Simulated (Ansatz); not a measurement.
# InH2F (SMILES [H][In]([H])[F]): the energy, rung by rung

InH2F has 4 atoms, charge 0, and is taken as a singlet. SMILES: `[H][In]([H])[F]`. Geometry: a GFN2-xTB relaxation, a rough one for these elements and not checked as a minimum.

```xyz
4

In    0.0692    0.1173   -0.0002
H     1.7512   -0.0738    0.0136
H    -0.8914    1.5093   -0.0189
F    -0.9289   -1.5529    0.0055
```

Each level gives the energy change with the In1–H3 bond stretched from 1.691 to 3.383 Å (eV). The values are calculated.

```csv
level,kind,program,value (eV),less FCI/STO-3G
PBE/STO-3G (restricted),GGA,Ansatz,5.15,+0.99
r2SCAN0/STO-3G (restricted),hybrid meta-GGA,Ansatz,6.04,+1.88
HSE06/STO-3G (restricted),range-separated hybrid,Ansatz,5.79,+1.63
wB97X/STO-3G (restricted),range-separated hybrid,Ansatz,6.45,+2.29
B2PLYP/STO-3G (restricted),double hybrid,Ansatz,5.60,+1.44
BCCD(T)/STO-3G (restricted),coupled cluster or CI,Ansatz,4.16,0.00
CCSDT(Q)/STO-3G (restricted),coupled cluster or CI,Ansatz,4.15,-0.01
CCSDTQ/STO-3G (restricted),coupled cluster or CI,Ansatz,4.16,0.00
FCI/STO-3G,exact in the basis,Ansatz,4.16,0.00
```

FCI/STO-3G is exact within its basis and frozen core, so for wave-function methods in that basis the difference is their error; functionals converge differently with the basis, so for them it is only a difference. All-electron rows without a relativistic Hamiltonian named are non-relativistic. The first shape isn't each level's own minimum. The values span 4.15 to 6.45 eV. All rows use very small basis sets, so even the best lies far from the true value. In the correlated wave-function rows the outer d shell of In is correlated, in sets not made for it.

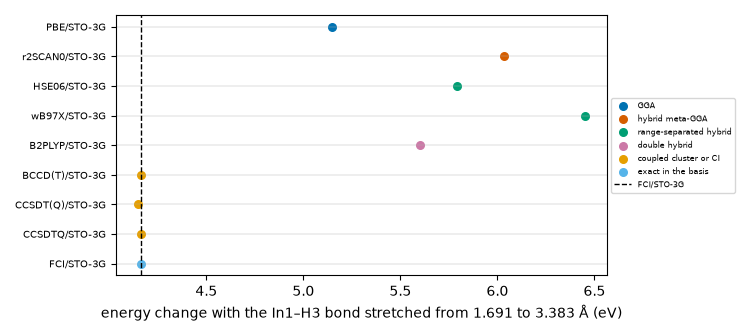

The values of the table, level by level.
